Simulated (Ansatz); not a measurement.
**Run report: CH5Si2 (charge +1), geometry relaxation**

- system: CH5Si2, charge +1
- method: RKS PBE0-D4/def2-TZVP (Ansatz 0.2.0)

Figures and captions count atoms from 1; the log counts them from 0 in places.

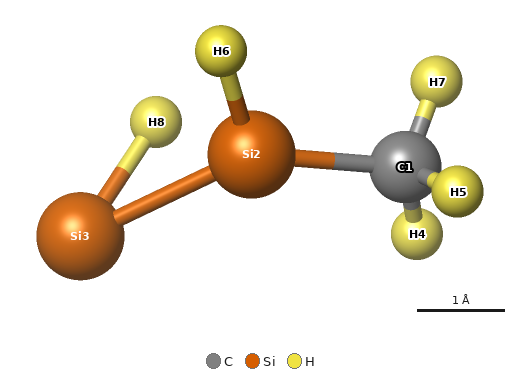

**Figure 1.** The starting structure (ball-and-stick view, seen at a tilt; atoms are numbered from 1 in the order of the input). Bond lengths as drawn: C–H 1.11 Å, C–Si 1.86 Å, H–Si 1.51 to 1.71 Å and Si–Si 2.30 Å.

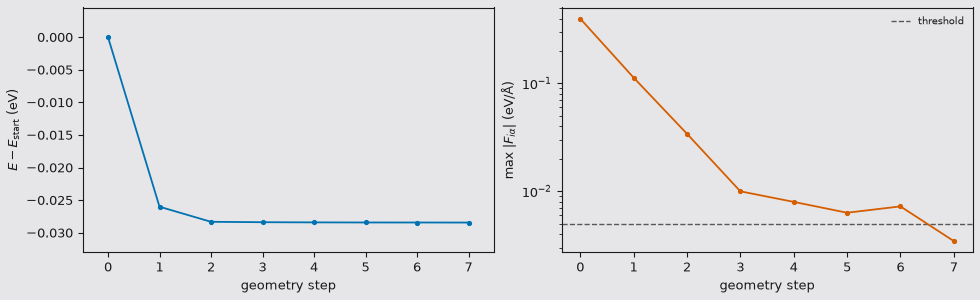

**Figure 2.** Progress of the relaxation, step by step (the first geometry is step 0 here and step 1 in the log).

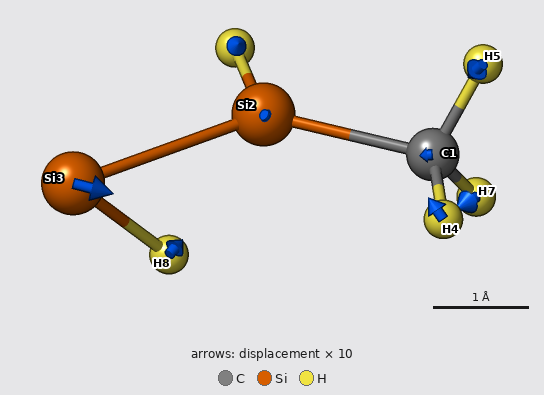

**Figure 3.** The starting structure with the displacements as blue arrows, magnified 10 times (ball-and-stick view, seen at a tilt). The two geometries are laid on each other by the best rigid fit. The energy falls by 0.028 eV in 7 geometry steps. The largest force component goes from 0.4 to 0.0035 eV/Å. The largest move after the best rigid fit is that of Si3, 0.045 Å. Largest moves by element: Si 0.045 Å, H 0.034 Å, C 0.015 Å. Among the contacts that change: Si2–Si3 2.301 → 2.274 Å, Si2–H6 1.511 → 1.489 Å, Si3–H8 1.714 → 1.694 Å, C1–Si2 1.863 → 1.843 Å. (Atoms are counted from 1 in the order of the input.)

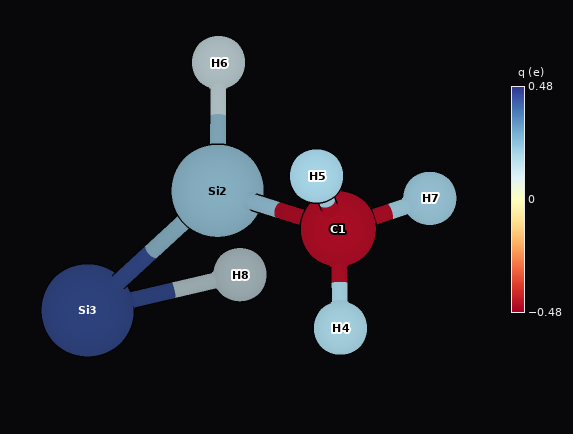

**Figure 4.** Mulliken charges, as the colour of each atom (ball-and-stick view, seen at a tilt; atoms are numbered from 1 in the order of the input). By element: C −0.45, Si +0.22 to +0.43 and H +0.10 to +0.20 e.

The input and output of the run follow.

The input:
```yaml
crystal:
  periodic: [false, false, false]
  atoms:
    - {symbol: C, position_ang: [-1.173998, 1.037223, -0.809310]}
    - {symbol: Si, position_ang: [0.407950, 0.378739, -0.078540]}
    - {symbol: Si, position_ang: [1.385230, -1.702940, -0.001332]}
    - {symbol: H, position_ang: [-1.708286, 0.273678, -1.406072]}
    - {symbol: H, position_ang: [-0.903342, 1.887254, -1.473547]}
    - {symbol: H, position_ang: [1.084877, 1.234828, 0.966027]}
    - {symbol: H, position_ang: [-1.826944, 1.423248, 0.001144]}
    - {symbol: H, position_ang: [0.117074, -1.066825, 0.961262]}
basis:
  gaussian: {orbitals: def2-TZVP}
total_charge: 1
hamiltonian: {xc: pbe0, dispersion: d4}
relax: {f_tol: 0.005, max_steps: 200}
```

Run as:
```bash
ansatz run in.yaml --threads 2 --pin off --events-out ev --progress --plain --max-ram 4352MiB
```

Log:
```
Functional definition: PBE0
  name "PBE0"
  cite "Adamo & Barone, J. Chem. Phys. 110, 6158 (1999) doi:10.1063/1.478522"
  cite "Perdew, Burke & Ernzerhof, Phys. Rev. Lett. 77, 3865 (1996) doi:10.1103/PhysRevLett.77.3865"
  parent pbe
  parameter a = 0.25
  parameter kappa = 0.804
  parameter beta = 0.06672455060314922
  exchange = (1 - a)*pbe_x(kappa = kappa, mu = beta*pi^2/3) + a*exact_x
  correlation = pbe_c(beta = beta)
936 factors; their error is unknown
mean field evaluation 1: about -16844.6764 eV, gradient 6.9e1 eV
mean field evaluation 2: about -16789.5227 eV, gradient 1.2e2 eV
mean field evaluation 4: about -16856.6186 eV, gradient 9.7e0 eV
mean field evaluation 8: about -16856.8968 eV, gradient 1.4e-1 eV
mean field evaluation 16: about -16856.9569 eV, gradient 2.7e-4 eV
mean field -16856.95687670 eV, -619.4817391631 hartree, gradient 2.6e-5 eV, S^2 0.000000; 0 other end points of the search recorded, 0 dependent functions left out
the calculation of the forces begins
reference -16856.95690725 eV, -619.4817402858 hartree; 19, 19 occupied and 116, 116 virtual orbitals, 936 factors
relax step   1: F+E_penalty+E_count = -16857.07498180 eV  Δ(F+E_penalty+E_count) = +0.000e0 eV  max|allowed force component| = 3.997e-1 eV/Å  Δτ_max = 0.0000 Å  (29 SCF iters, accepted)
these checks for a lower state are left out or cut short: starts, cluster_reference, orbital_swaps, neighbouring_geometries, increment
936 factors; their error is unknown
mean field -16856.98368652 eV, -619.4827244056 hartree, gradient 8.5e-6 eV, S^2 0.000000; 0 other end points of the search recorded, 0 dependent functions left out
the calculation of the forces begins
reference -16856.98371696 eV, -619.4827255243 hartree; 19, 19 occupied and 116, 116 virtual orbitals, 936 factors
relax step   2: F+E_penalty+E_count = -16857.10098701 eV  Δ(F+E_penalty+E_count) = -2.601e-2 eV  max|allowed force component| = 1.134e-1 eV/Å  Δτ_max = 0.0289 Å  (31 SCF iters, accepted)
these checks for a lower state are left out or cut short: starts, cluster_reference, orbital_swaps, neighbouring_geometries, increment
936 factors; their error is unknown
mean field evaluation 32: about -16856.9864 eV, gradient 8.3e-6 eV
mean field -16856.98642854 eV, -619.4828251729 hartree, gradient 8.3e-6 eV, S^2 0.000000; 0 other end points of the search recorded, 0 dependent functions left out
the calculation of the forces begins
reference -16856.98645894 eV, -619.4828262902 hartree; 19, 19 occupied and 116, 116 virtual orbitals, 936 factors
relax step   3: F+E_penalty+E_count = -16857.10330149 eV  Δ(F+E_penalty+E_count) = -2.314e-3 eV  max|allowed force component| = 3.418e-2 eV/Å  Δτ_max = 0.0094 Å  (32 SCF iters, accepted)
these checks for a lower state are left out or cut short: starts, cluster_reference, orbital_swaps, neighbouring_geometries, increment
936 factors; their error is unknown
mean field -16856.98647479 eV, -619.4828268725 hartree, gradient 1.0e-5 eV, S^2 0.000000; 0 other end points of the search recorded, 0 dependent functions left out
the calculation of the forces begins
reference -16856.98650519 eV, -619.4828279898 hartree; 19, 19 occupied and 116, 116 virtual orbitals, 936 factors
relax step   4: F+E_penalty+E_count = -16857.10336218 eV  Δ(F+E_penalty+E_count) = -6.069e-5 eV  max|allowed force component| = 9.995e-3 eV/Å  Δτ_max = 0.0028 Å  (24 SCF iters, accepted)
these checks for a lower state are left out or cut short: starts, cluster_reference, orbital_swaps, neighbouring_geometries, increment
936 factors; their error is unknown
mean field -16856.98662501 eV, -619.4828323933 hartree, gradient 8.3e-6 eV, S^2 0.000000; 0 other end points of the search recorded, 0 dependent functions left out
the calculation of the forces begins
reference -16856.98665542 eV, -619.4828335108 hartree; 19, 19 occupied and 116, 116 virtual orbitals, 936 factors
relax step   5: F+E_penalty+E_count = -16857.10338941 eV  Δ(F+E_penalty+E_count) = -2.723e-5 eV  max|allowed force component| = 7.975e-3 eV/Å  Δτ_max = 0.0062 Å  (32 SCF iters, accepted)
these checks for a lower state are left out or cut short: starts, cluster_reference, orbital_swaps, neighbouring_geometries, increment
936 factors; their error is unknown
mean field -16856.98663699 eV, -619.4828328333 hartree, gradient 2.5e-5 eV, S^2 0.000000; 0 other end points of the search recorded, 0 dependent functions left out
the calculation of the forces begins
reference -16856.98666739 eV, -619.4828339508 hartree; 19, 19 occupied and 116, 116 virtual orbitals, 936 factors
relax step   6: F+E_penalty+E_count = -16857.10340396 eV  Δ(F+E_penalty+E_count) = -1.455e-5 eV  max|allowed force component| = 6.326e-3 eV/Å  Δτ_max = 0.0033 Å  (24 SCF iters, accepted)
these checks for a lower state are left out or cut short: starts, cluster_reference, orbital_swaps, neighbouring_geometries, increment
936 factors; their error is unknown
mean field -16856.98660012 eV, -619.4828314786 hartree, gradient 1.4e-5 eV, S^2 0.000000; 0 other end points of the search recorded, 0 dependent functions left out
the calculation of the forces begins
reference -16856.98663053 eV, -619.4828325961 hartree; 19, 19 occupied and 116, 116 virtual orbitals, 936 factors
relax step   7: F+E_penalty+E_count = -16857.10340654 eV  Δ(F+E_penalty+E_count) = -2.582e-6 eV  max|allowed force component| = 7.243e-3 eV/Å  Δτ_max = 0.0037 Å  (25 SCF iters, accepted)
these checks for a lower state are left out or cut short: starts, cluster_reference, orbital_swaps, neighbouring_geometries, increment
936 factors; their error is unknown
mean field evaluation 64: about -16856.9866 eV, gradient 1.2e-5 eV
mean field -16856.98658391 eV, -619.4828308828 hartree, gradient 1.2e-5 eV, S^2 0.000000; 0 other end points of the search recorded, 0 dependent functions left out
the calculation of the forces begins
reference -16856.98661432 eV, -619.4828320004 hartree; 19, 19 occupied and 116, 116 virtual orbitals, 936 factors
relax step   8: F+E_penalty+E_count = -16857.10341606 eV  Δ(F+E_penalty+E_count) = -9.519e-6 eV  max|allowed force component| = 3.451e-3 eV/Å  Δτ_max = 0.0018 Å  (23 SCF iters, accepted)
936 factors; their error is unknown
mean field -16856.98658391 eV, -619.4828308828 hartree, gradient 1.2e-5 eV, S^2 0.000000; 1 other end points of the search recorded, 0 dependent functions left out
the calculation of the forces begins
reference -16856.98661432 eV, -619.4828320004 hartree; 19, 19 occupied and 116, 116 virtual orbitals, 936 factors
Total energy: -16857.10344647 eV, -619.4871255027 hartree
Atom 0 at    -1.164228     1.027232    -0.804303 Å, force     0.001257    -0.000955    -0.002561 eV/Å
Atom 1 at     0.400708     0.383615    -0.072761 Å, force    -0.001659     0.003451     0.001277 eV/Å
Atom 2 at     1.345968    -1.683174    -0.009734 Å, force     0.000282    -0.001441     0.000337 eV/Å
Atom 3 at    -1.680378     0.279964    -1.406642 Å, force    -0.000202     0.000752     0.000621 eV/Å
Atom 4 at    -0.901946     1.877684    -1.443924 Å, force    -0.000527     0.000043     0.000593 eV/Å
Atom 5 at     1.085529     1.230115     0.943099 Å, force     0.000289    -0.000084    -0.000854 eV/Å
Atom 6 at    -1.820158     1.391105    -0.009047 Å, force     0.000279    -0.000327     0.000423 eV/Å
Atom 7 at     0.117065    -1.041335     0.962943 Å, force     0.000281    -0.001440     0.000164 eV/Å
Dipole moment:     0.077643    -0.091506    -0.045427 e Å
```

Trajectory as extended XYZ (Å, eV, eV/Å), 8 frames, from step=1 to step=8:
```
8
Properties=species:S:1:pos:R:3:forces:R:3 step=1 energy=-16857.07498
C    -1.1740    1.0372   -0.8093   -0.1426   0.0546  -0.1017
Si    0.4079    0.3787   -0.0785   -0.0420   0.0301   0.1810
Si    1.3852   -1.7029   -0.0013   -0.2557   0.3365   0.0619
H    -1.7083    0.2737   -1.4061    0.2580   0.3862   0.3006
H    -0.9033    1.8873   -1.4735   -0.1286  -0.3949   0.3172
H     1.0849    1.2348    0.9660   -0.1479  -0.2070  -0.2471
H    -1.8269    1.4232    0.0011    0.3293  -0.1979  -0.3997
H     0.1171   -1.0668    0.9613    0.1295  -0.0076  -0.1122
8
Properties=species:S:1:pos:R:3:forces:R:3 step=2 energy=-16857.10099
C    -1.1687    1.0320   -0.8077    0.0251  -0.0048   0.0023
Si    0.4032    0.3809   -0.0750   -0.0926   0.0491   0.0200
Si    1.3651   -1.6825   -0.0052   -0.0504   0.0534   0.0145
H    -1.6963    0.2786   -1.4004    0.0741   0.1040   0.0832
H    -0.9022    1.8765   -1.4607   -0.0377  -0.1104   0.0899
H     1.0801    1.2260    0.9553   -0.0360  -0.0502  -0.0626
H    -1.8158    1.4096   -0.0057    0.0822  -0.0504  -0.1134
H     0.1172   -1.0558    0.9590    0.0353   0.0093  -0.0339
8
Properties=species:S:1:pos:R:3:forces:R:3 step=3 energy=-16857.10330
C    -1.1658    1.0298   -0.8056    0.0342  -0.0201   0.0230
Si    0.3987    0.3823   -0.0733   -0.0153   0.0086  -0.0090
Si    1.3571   -1.6784   -0.0077    0.0030  -0.0015  -0.0072
H    -1.6889    0.2796   -1.3974   -0.0079  -0.0038  -0.0084
H    -0.9006    1.8721   -1.4542    0.0001   0.0082  -0.0056
H     1.0776    1.2248    0.9501    0.0030  -0.0006   0.0011
H    -1.8135    1.4046   -0.0090   -0.0108   0.0037  -0.0002
H     0.1180   -1.0496    0.9568   -0.0061   0.0054   0.0065
8
Properties=species:S:1:pos:R:3:forces:R:3 step=4 energy=-16857.10336
C    -1.1652    1.0290   -0.8050    0.0100  -0.0056   0.0075
Si    0.3988    0.3829   -0.0733   -0.0039  -0.0002   0.0022
Si    1.3552   -1.6783   -0.0086    0.0006  -0.0043  -0.0023
H    -1.6874    0.2794   -1.3990   -0.0021  -0.0010  -0.0033
H    -0.9006    1.8726   -1.4523   -0.0012   0.0041  -0.0025
H     1.0797    1.2248    0.9491    0.0014   0.0019  -0.0001
H    -1.8151    1.4024   -0.0093   -0.0053   0.0013  -0.0011
H     0.1172   -1.0475    0.9582    0.0004   0.0038  -0.0003
8
Properties=species:S:1:pos:R:3:forces:R:3 step=5 energy=-16857.10339
C    -1.1653    1.0285   -0.8047   -0.0023  -0.0028   0.0024
Si    0.3979    0.3823   -0.0720    0.0080   0.0011  -0.0027
Si    1.3521   -1.6802   -0.0096   -0.0022   0.0007   0.0005
H    -1.6847    0.2804   -1.4032    0.0009  -0.0005  -0.0008
H    -0.9006    1.8751   -1.4485    0.0007   0.0002   0.0015
H     1.0837    1.2257    0.9461   -0.0025   0.0010  -0.0012
H    -1.8193    1.3979   -0.0104   -0.0005   0.0011   0.0005
H     0.1187   -1.0445    0.9619   -0.0021  -0.0009  -0.0002
8
Properties=species:S:1:pos:R:3:forces:R:3 step=6 energy=-16857.10340
C    -1.1647    1.0277   -0.8041   -0.0051   0.0008  -0.0063
Si    0.3994    0.3829   -0.0725    0.0029   0.0028   0.0019
Si    1.3497   -1.6813   -0.0092   -0.0024  -0.0011   0.0006
H    -1.6826    0.2801   -1.4045    0.0012   0.0007   0.0004
H    -0.9011    1.8761   -1.4461   -0.0007  -0.0006   0.0015
H     1.0849    1.2278    0.9444   -0.0013  -0.0005  -0.0001
H    -1.8200    1.3948   -0.0098    0.0027  -0.0007   0.0014
H     0.1168   -1.0428    0.9614    0.0025  -0.0013   0.0007
8
Properties=species:S:1:pos:R:3:forces:R:3 step=7 energy=-16857.10341
C    -1.1642    1.0273   -0.8043   -0.0014  -0.0004  -0.0052
Si    0.4007    0.3834   -0.0734   -0.0027   0.0048   0.0072
Si    1.3465   -1.6830   -0.0099    0.0002  -0.0014   0.0017
H    -1.6809    0.2799   -1.4060    0.0002   0.0012   0.0003
H    -0.9018    1.8773   -1.4446   -0.0008  -0.0003   0.0006
H     1.0845    1.2289    0.9440    0.0024   0.0008  -0.0031
H    -1.8199    1.3920   -0.0092    0.0019  -0.0009   0.0009
H     0.1177   -1.0407    0.9630    0.0004  -0.0039  -0.0025
8
Properties=species:S:1:pos:R:3:forces:R:3 step=8 energy=-16857.10342
C    -1.1642    1.0272   -0.8043    0.0013  -0.0010  -0.0026
Si    0.4007    0.3836   -0.0728   -0.0017   0.0035   0.0013
Si    1.3460   -1.6832   -0.0097    0.0003  -0.0014   0.0003
H    -1.6804    0.2800   -1.4066   -0.0002   0.0008   0.0006
H    -0.9019    1.8777   -1.4439   -0.0005   0.0000   0.0006
H     1.0855    1.2301    0.9431    0.0003  -0.0001  -0.0009
H    -1.8202    1.3911   -0.0090    0.0003  -0.0003   0.0004
H     0.1171   -1.0413    0.9629    0.0003  -0.0014   0.0002
```

Key numbers:

| quantity | value |
| --- | --- |
| outcome | converged |
| total energy | −16857.1034 eV |
| mean-field energy | −16856.9866 eV |
| dispersion energy | −0.1168 eV |
| SCF solution under orbital rotations | stable |
| largest force (length of the vector) at the end | 0.004 eV/Å |
| hardware | 2 threads of Arm Neoverse V1, 23 GiB of memory available, shared host |
| wall time | 20 s (CPU time 38 s) |
| peak memory | 0.21 GiB |
